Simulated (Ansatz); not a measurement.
**Run report: WN₂H₂ClF (charge −1), single-point calculation**

WN₂H₂ClF, charge −1, multiplicity 2, computed with UKS wB97M-V/def2-SVP (Ansatz 0.2.0).

Some settings of this run were made unusual or wrong on purpose. The geometry comes from this level: PBE0-D4/def2-TZVP.

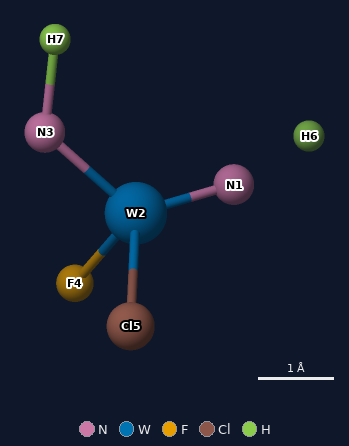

**Figure 1.** The structure (ball-and-stick view, seen at a tilt; atoms are numbered from 1 in the order of the input). Sticks mark near contacts.

**Input**
```yaml
crystal:
  periodic: [false, false, false]
  atoms:
    - {symbol: N, position_ang: [-0.873508, 0.493614, 0.775299]}
    - {symbol: W, position_ang: [-0.117077, -0.012221, -0.294961]}
    - {symbol: N, position_ang: [1.298118, -0.905392, -0.105178]}
    - {symbol: F, position_ang: [-1.066563, -1.120543, -1.389374]}
    - {symbol: Cl, position_ang: [0.503164, 1.622808, -1.768117]}
    - {symbol: H, position_ang: [-1.535023, 0.538761, 1.926912]}
    - {symbol: H, position_ang: [1.997184, -1.036835, 0.974600]}
basis:
  gaussian: {orbitals: def2-SVP, final_grid: {core_spheres: 1, valence_spheres: 1, degree: 1}}
total_charge: -1
magnetization: {spin_polarized: true, initial_magnetization: 1}
hamiltonian: {xc: {name: wB97M-V}}
```

Machine: 4 threads of AMD EPYC, 54 GiB of memory available, shared host.

Command:
```bash
ansatz run in.yaml --threads 4 --pin off --events-out ev --progress --plain --max-ram 10444MiB
```

**The program's output**
```
Functional definition: wB97M-V
  name "wB97M-V"
  cite "Mardirossian & Head-Gordon, J. Chem. Phys. 144, 214110 (2016) doi:10.1063/1.4952647"
  cite "Becke, J. Chem. Phys. 107, 8554 (1997) doi:10.1063/1.475007"
  cite "Vydrov & Van Voorhis, J. Chem. Phys. 133, 244103 (2010) doi:10.1063/1.3521275"
  # Of w^i u^j: cxij and so on, Table III.
  parameter omega = 0.3/bohr
  parameter cx = 0.15
  parameter cx01 = 1.007
  parameter cx10 = 0.259
  parameter css00 = 0.443
  parameter css04 = -1.437
  parameter css10 = -4.535
  parameter css20 = -3.390
  parameter css43 = 4.278
  parameter cos00 = 1.000
  parameter cos10 = 1.358
  parameter cos20 = 2.924
  parameter cos21 = -8.812
  parameter cos60 = -1.390
  parameter cos61 = 9.142
  parameter b = 6.0
  parameter c = 0.01
  gx(w, u) = 1 - cx + cx01*u + cx10*w
  gss(w, u) = css00 + css04*u^4 + css10*w + css20*w^2 + css43*w^4*u^3
  gos(w, u) = cos00 + cos10*w + (cos20 + cos21*u)*w^2 + (cos60 + cos61*u)*w^6
  exchange = spin_sum(e_x_unif_sr(omega)*gx(b97_w, b97_u_x)) + cx*exact_x_sr(omega) + exact_x_lr(omega)
  correlation = spin_sum(e_c_pw_mod_same_spin*gss(b97_w, b97_u_same))
      + integral(e_c_pw_mod_opposite_spin*gos(b97_w_opposite, b97_u_opposite)) + vv10(b, c)
991 factors; integrals over basis functions are off by at most 7.0e-4 eV
227 factors; integrals over basis functions are off by at most 7.7e-5 eV
mean field evaluation 1: about -20051.9755 eV, gradient 4.4e1 eV
mean field evaluation 2: about -20039.6419 eV, gradient 7.4e1 eV
mean field evaluation 4: about -20059.8755 eV, gradient 3.3e0 eV
mean field evaluation 8: about -20105.9015 eV, gradient 5.1e1 eV
mean field evaluation 16: about -20136.7833 eV, gradient 1.7e0 eV
mean field evaluation 32: about -20137.2264 eV, gradient 8.5e-3 eV
mean field -20137.22639959 eV, -740.0294206825 hartree, gradient 1.0e-5 eV, S^2 0.892346; 6 other end points of the search recorded, 0 dependent functions left out
reference -20137.22651882 eV, -740.0294250643 hartree; 29, 28 occupied and 73, 74 virtual orbitals, 991 factors
Total energy: -20137.22651882 eV, -740.0294250643 hartree
```

**What the run reported**

```tsv
quantity	value
outcome	converged
total energy	−20137.2265 eV
⟨S²⟩	0.892
SCF solution under orbital rotations	stable
wall time	21 s (CPU time 78 s)
peak memory	0.36 GiB
```

A setting was made wrong on purpose: grid. The program still converged, but the numbers can't be taken as results for the intended system. ⟨S²⟩ is 0.89 against 0.75 for a pure state: the solution is spin-contaminated.
